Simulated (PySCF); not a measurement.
# What a change does: NMR shielding calculation on BSiNH₆S

System: BSiNH₆S, SMILES NBS[SiH3].
Method of run A: GIAO HF/pcSseg-2 NMR shielding, non-relativistic, gas phase (PySCF 2.14.0).

The geometry comes from this level: PBE0-D3(BJ)/def2-SVP. Text and figures count atoms from 1; the logs count them from 0 in places.

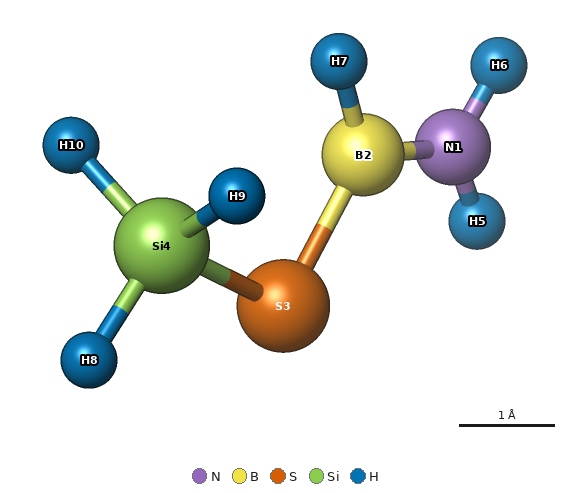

The structure (ball-and-stick view, seen at a tilt; atoms are numbered from 1 in the order of the input).

### The input, run A
```
{"job": {"kind": "nmr", "xc": "HF", "basis": "pcSseg-2", "pop": false}, "charge": 0, "multiplicity": 1}
N      2.347167     0.063455    -0.106520
B      0.962206     0.180342    -0.170257
S     -0.084245    -0.908908     0.861080
Si    -2.010125    -0.208898     0.220905
H      2.827868    -0.604714     0.482711
H      2.961668     0.644535    -0.660021
H      0.464948     1.000158    -0.907471
H     -3.019959    -0.986297     0.996044
H     -2.181454     1.246979     0.503047
H     -2.220310    -0.445164    -1.238313
```

The first line tells a small driver script what to run in PySCF; the rest is the geometry in Å.

Command:
```bash
OMP_NUM_THREADS=1 python <driver script> task.json out
```

Hardware: 1 CPU thread, shared host.

### Output (run A)
```
final grid: 78104 points
cycle   1  E = -769.1873864459  dE =  2.297e-01  |g| = 3.786e-01  |ddm| = 2.137e+00
cycle   2  E = -769.2393139446  dE = -5.193e-02  |g| = 1.329e-01  |ddm| = 4.479e-01
cycle   3  E = -769.2448690042  dE = -5.555e-03  |g| = 4.837e-02  |ddm| = 1.672e-01
cycle   4  E = -769.2457524696  dE = -8.835e-04  |g| = 9.423e-03  |ddm| = 6.075e-02
cycle   5  E = -769.2458002866  dE = -4.782e-05  |g| = 3.624e-03  |ddm| = 1.523e-02
cycle   6  E = -769.2458073890  dE = -7.102e-06  |g| = 1.372e-03  |ddm| = 5.783e-03
cycle   7  E = -769.2458087468  dE = -1.358e-06  |g| = 3.517e-04  |ddm| = 3.042e-03
cycle   8  E = -769.2458088627  dE = -1.158e-07  |g| = 8.352e-05  |ddm| = 9.717e-04
cycle   9  E = -769.2458088679  dE = -5.213e-09  |g| = 2.787e-05  |ddm| = 1.757e-04
cycle  10  E = -769.2458088684  dE = -5.482e-10  |g| = 8.130e-06  |ddm| = 5.313e-05
converged SCF energy = -769.2458088684

GIAO shielding tensors (ppm)
atom      isotropic    diamagn.    paramagn.     s11        s22        s33       span
  0 N      174.549     319.075    -144.526     81.662    219.536    222.449    140.787
  1 B       70.917     193.654    -122.737     33.752     63.070    115.930     82.178
  2 S      747.784    1059.066    -311.282    575.580    789.119    878.655    303.075
  3 Si     430.908     874.495    -443.586    401.323    418.295    473.106     71.783
  4 H       27.946      31.374      -3.429     22.109     26.594     35.135     13.025
  5 H       27.907      30.415      -2.508     22.337     24.436     36.948     14.610
  6 H       26.574      31.491      -4.916     23.946     25.749     30.029      6.083
  7 H       27.356      28.494      -1.139     23.982     25.202     32.883      8.901
  8 H       27.350      29.053      -1.703     23.858     25.495     32.696      8.838
  9 H       27.362      29.038      -1.677     23.841     25.498     32.746      8.906
```

The input of run B differs as follows (lines with − go, lines with + come):
```diff
-"xc": "HF"
+"xc": "LDA"
```

What does this change do to the results?

The total energies belong to different methods, so their difference says nothing on which is more stable or more accurate. The HOMO goes from −9.95 to −6.17 eV. The LUMO goes from 2.64 to −1.13 eV. The dipole moment goes from 1.87 to 1.96 D. Of all shieldings, the largest change is that of S3, by −102.0 ppm. The method changes from HF to LDA. Exact exchange removes part of the self-interaction error of semilocal functionals, which pushes filled and empty levels apart. The SCF takes 13 iterations against 10.

### Output (run B)
```
coarse grid: 9120 points
cycle   1  E = -767.7054807723  dE =  9.390e-02  |g| = 5.009e-01  |ddm| = 2.277e+00
cycle   2  E = -767.5916657930  dE =  1.138e-01  |g| = 8.491e-01  |ddm| = 9.389e-01
cycle   3  E = -767.7589512527  dE = -1.673e-01  |g| = 1.435e-01  |ddm| = 6.543e-01
cycle   4  E = -767.7638820304  dE = -4.931e-03  |g| = 5.851e-02  |ddm| = 1.500e-01
cycle   5  E = -767.7646958075  dE = -8.138e-04  |g| = 1.133e-02  |ddm| = 5.502e-02
cycle   6  E = -767.7647283973  dE = -3.259e-05  |g| = 5.305e-03  |ddm| = 1.798e-02
cycle   7  E = -767.7647356774  dE = -7.280e-06  |g| = 8.591e-04  |ddm| = 5.720e-03
final grid: 78104 points
cycle   8  E = -767.7665029815  dE = -3.772e-05  |g| = 4.637e-03  |ddm| = 2.236e-02
cycle   9  E = -767.7664920303  dE =  1.095e-05  |g| = 8.483e-03  |ddm| = 5.944e-03
cycle  10  E = -767.7665065838  dE = -1.455e-05  |g| = 1.239e-03  |ddm| = 4.236e-03
cycle  11  E = -767.7665069483  dE = -3.646e-07  |g| = 2.923e-04  |ddm| = 1.102e-03
cycle  12  E = -767.7665069720  dE = -2.367e-08  |g| = 5.698e-05  |ddm| = 3.098e-04
cycle  13  E = -767.7665069727  dE = -6.621e-10  |g| = 2.083e-05  |ddm| = 7.068e-05
converged SCF energy = -767.7665069727

GIAO shielding tensors (ppm)
atom      isotropic    diamagn.    paramagn.     s11        s22        s33       span
  0 N      147.029     316.900    -169.870     45.112    189.235    206.741    161.629
  1 B       49.237     196.597    -147.360      7.176     38.201    102.334     95.158
  2 S      645.742    1059.289    -413.547    427.837    706.830    802.558    374.721
  3 Si     357.853     879.495    -521.642    315.160    332.738    425.660    110.500
  4 H       26.727      30.647      -3.920     22.234     25.026     32.922     10.688
  5 H       26.630      29.855      -3.225     22.028     23.498     34.364     12.336
  6 H       25.059      31.086      -6.026     23.129     23.149     28.900      5.771
  7 H       25.770      27.667      -1.898     22.570     23.737     31.001      8.431
  8 H       25.716      27.993      -2.277     22.230     23.910     31.008      8.777
  9 H       25.731      27.983      -2.252     22.211     23.909     31.072      8.861
```

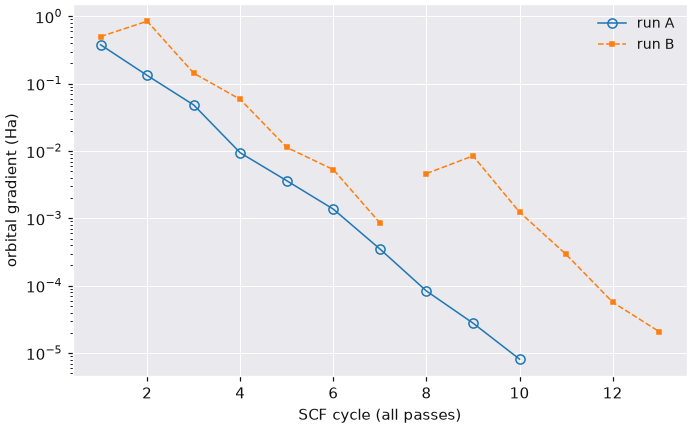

Convergence of the two runs: orbital gradient against the SCF cycle. A break in a curve parts two SCF passes (coarse and final grid). Run A takes 10 cycles in all, and run B takes 13.

### The two runs side by side

```csv
quantity,run A,run B
outcome,converged,converged
total energy (hartree),−769.245809,−767.766507
HOMO (eV),−9.95,−6.17
LUMO (eV),2.64,−1.13
dipole moment (D),1.87,1.96
shielding of N1 (ppm),174.5,147.0
shielding of B2 (ppm),70.9,49.2
shielding of S3 (ppm),747.8,645.7
shielding of Si4 (ppm),430.9,357.9
shielding of H8 (ppm),27.4,25.8
shielding of H9 (ppm),27.3,25.7
shielding of H10 (ppm),27.4,25.7
SCF iterations,10,13
basis functions,242,242
wall time (shared host),13 s,28 s
```
